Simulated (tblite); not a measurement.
# C₄H₇N: saddle-point search

C₄H₇N, SMILES C=CN1CC1, computed with GFN2-xTB saddle search (eigenvector following) and harmonic vibrations, gas phase (tblite 0.8.0).

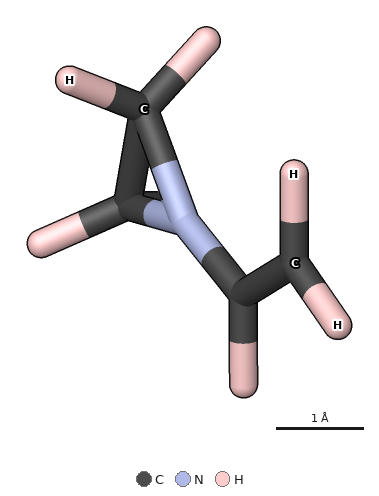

Figure 1. The structure as given in the input (stick view, seen at a tilt).

**Input**
```
{"job": {"xc": "GFN2-xTB", "basis": "xTB", "kind": "saddle"}, "charge": 0, "multiplicity": 1}
C      2.120633     0.007905    -0.007604
C      0.996514    -0.648819    -0.287711
N     -0.250139    -0.179200    -0.073276
C     -1.047243     0.854582     0.447422
C     -1.635020    -0.351661    -0.220195
H      3.079683    -0.435794    -0.190908
H      2.103190     0.997520     0.412543
H      1.010877    -1.644845    -0.713678
H     -1.121135     0.939923     1.528576
H     -1.065891     1.809268    -0.071129
H     -2.127881    -1.104300     0.390177
H     -2.063588    -0.244579    -1.214216
```

The first line tells a small driver script what to run in tblite; the rest is the geometry in Å.

Run on 1 CPU thread, shared host.

Launch command:
```bash
OMP_NUM_THREADS=1 python <driver script> task.json out
```

**What the program printed**
```
step      E/eV     max force
  0    -407.73665   0.0373
  1    -407.73996   0.0806
  2    -407.73881   0.0275
  3    -407.74014   0.0430
  4    -407.74022   0.0032
lowest wavenumbers (cm-1): -268.9 181.8 195.2 514.6 607.9 754.6
```

**Trajectory as extended XYZ (Å, eV, eV/Å), 5 frames, from step=0 to step=4**
```
12
Properties=species:S:1:pos:R:3:forces:R:3 step=0 energy=-407.73665
C     2.1206    0.0079   -0.0076   -0.0080  -0.0020   0.0010
C     0.9965   -0.6488   -0.2877    0.0180   0.0060  -0.0100
N    -0.2501   -0.1792   -0.0733   -0.0230  -0.0050   0.0290
C    -1.0472    0.8546    0.4474    0.0030  -0.0090  -0.0070
C    -1.6350   -0.3517   -0.2202    0.0090   0.0020   0.0080
H     3.0797   -0.4358   -0.1909   -0.0050  -0.0040  -0.0010
H     2.1032    0.9975    0.4125    0.0060  -0.0030   0.0190
H     1.0109   -1.6448   -0.7137   -0.0010   0.0140  -0.0290
H    -1.1211    0.9399    1.5286   -0.0010   0.0170  -0.0030
H    -1.0659    1.8093   -0.0711    0.0020  -0.0070  -0.0180
H    -2.1279   -1.1043    0.3902   -0.0070  -0.0050   0.0080
H    -2.0636   -0.2446   -1.2142    0.0060  -0.0040   0.0040
12
Properties=species:S:1:pos:R:3:forces:R:3 step=1 energy=-407.73996
C     2.1222   -0.0038    0.0201   -0.0440   0.0090   0.0040
C     0.9965   -0.6361   -0.3102    0.0480  -0.0060  -0.0030
N    -0.2502   -0.1701   -0.0882   -0.0200  -0.0050  -0.0020
C    -1.0480    0.8650    0.4277   -0.0070  -0.0020  -0.0010
C    -1.6359   -0.3619   -0.2024    0.0080   0.0080   0.0040
H     3.0789   -0.4416   -0.1897   -0.0070   0.0110   0.0050
H     2.1099    0.9586    0.5044   -0.0040  -0.0720  -0.0360
H     1.0088   -1.6055   -0.7980    0.0080   0.0590   0.0280
H    -1.1040    0.9795    1.5076   -0.0010   0.0000  -0.0170
H    -1.0846    1.8052   -0.1173   -0.0010  -0.0150   0.0090
H    -2.1067   -1.1072    0.4354    0.0090   0.0140  -0.0110
H    -2.0870   -0.2821   -1.1894    0.0090  -0.0010   0.0190
12
Properties=species:S:1:pos:R:3:forces:R:3 step=2 energy=-407.73881
C     2.1221    0.0020    0.0046    0.0080  -0.0050   0.0010
C     0.9966   -0.6423   -0.2961   -0.0090   0.0040  -0.0030
N    -0.2500   -0.1710   -0.0847   -0.0010   0.0000   0.0030
C    -1.0490    0.8593    0.4392    0.0020   0.0010  -0.0030
C    -1.6349   -0.3561   -0.2127    0.0010  -0.0020   0.0020
H     3.0791   -0.4423   -0.1876    0.0020  -0.0040  -0.0020
H     2.1094    0.9807    0.4483    0.0010   0.0150   0.0230
H     1.0095   -1.6267   -0.7472   -0.0020  -0.0090  -0.0200
H    -1.1129    0.9558    1.5199    0.0020   0.0070   0.0010
H    -1.0794    1.8081   -0.0894    0.0000   0.0010  -0.0090
H    -2.1155   -1.1081    0.4083   -0.0010  -0.0030   0.0080
H    -2.0749   -0.2595   -1.2026   -0.0030  -0.0050  -0.0010
12
Properties=species:S:1:pos:R:3:forces:R:3 step=3 energy=-407.74014
C     2.1220   -0.0038    0.0189   -0.0180   0.0070   0.0040
C     0.9965   -0.6364   -0.3091    0.0210  -0.0040  -0.0020
N    -0.2503   -0.1699   -0.0884   -0.0040  -0.0010  -0.0010
C    -1.0482    0.8646    0.4285   -0.0040  -0.0010  -0.0010
C    -1.6355   -0.3613   -0.2030    0.0000   0.0030   0.0020
H     3.0788   -0.4418   -0.1895   -0.0040   0.0070   0.0030
H     2.1094    0.9591    0.5000   -0.0020  -0.0390  -0.0180
H     1.0093   -1.6061   -0.7941    0.0040   0.0300   0.0130
H    -1.1046    0.9779    1.5082    0.0000   0.0000  -0.0080
H    -1.0848    1.8052   -0.1150    0.0000  -0.0060   0.0030
H    -2.1067   -1.1071    0.4334    0.0030   0.0060  -0.0040
H    -2.0859   -0.2804   -1.1899    0.0030  -0.0010   0.0080
12
Properties=species:S:1:pos:R:3:forces:R:3 step=4 energy=-407.74022
C     2.1218   -0.0050    0.0203   -0.0020   0.0000  -0.0010
C     0.9966   -0.6356   -0.3106    0.0020   0.0000   0.0010
N    -0.2502   -0.1699   -0.0886    0.0000   0.0000   0.0000
C    -1.0483    0.8651    0.4273    0.0000   0.0000   0.0000
C    -1.6355   -0.3618   -0.2018    0.0000   0.0000   0.0000
H     3.0788   -0.4412   -0.1894    0.0000   0.0010   0.0000
H     2.1086    0.9551    0.5047    0.0000  -0.0030   0.0000
H     1.0099   -1.6026   -0.7989    0.0000   0.0030   0.0010
H    -1.1040    0.9804    1.5066    0.0000   0.0000  -0.0010
H    -1.0855    1.8047   -0.1178    0.0000  -0.0010   0.0000
H    -2.1055   -1.1066    0.4361    0.0000   0.0010   0.0000
H    -2.0868   -0.2825   -1.1881    0.0000   0.0000   0.0010
```

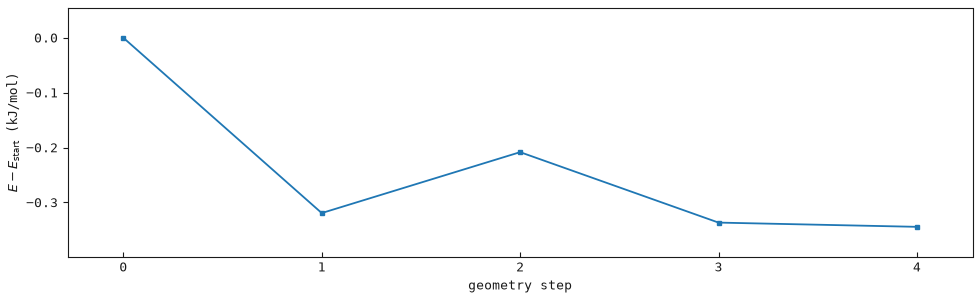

Figure 2. Progress of the saddle-point search, step by step (steps are counted from 0).

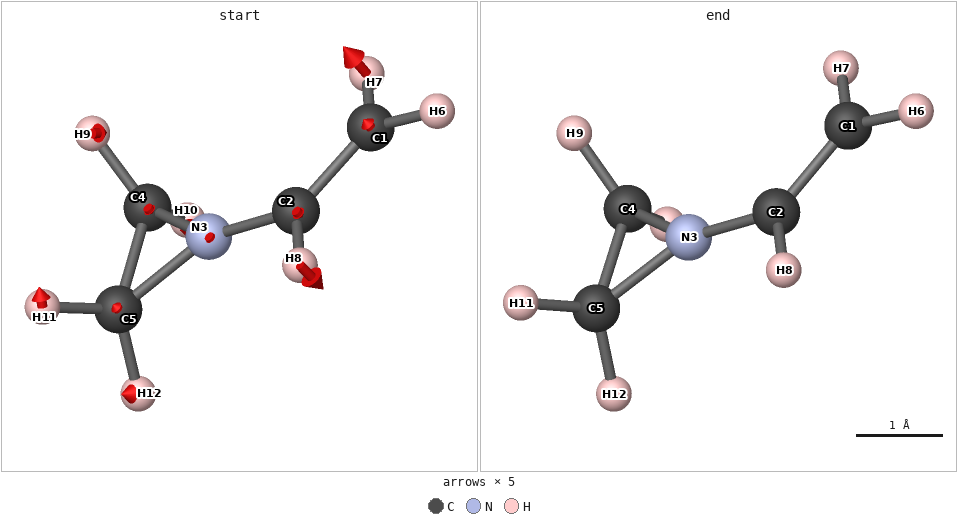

Figure 3. Before (left) and after (right) the saddle-point search, at one scale (ball-and-stick view, seen at a tilt). The red arrows give the displacements, magnified 5 times. The energy falls by 0.34 kJ/mol in 4 geometry steps. The largest force component goes from 0.029 to 0.003 eV/Å. The largest move after the best rigid fit is that of H7, 0.10 Å. Largest moves by element: H 0.10 Å, C 0.03 Å, N 0.02 Å. (Atoms are counted from 1 in the order of the input.)

**Results in brief**

```json
{"quantity": "outcome", "value": "converged"}
{"quantity": "total energy", "value": "−407.7402 eV"}
{"quantity": "point group", "value": "Cs"}
{"quantity": "wall time", "value": "0.73 s"}
{"quantity": "peak memory", "value": "0.19 GiB"}
```
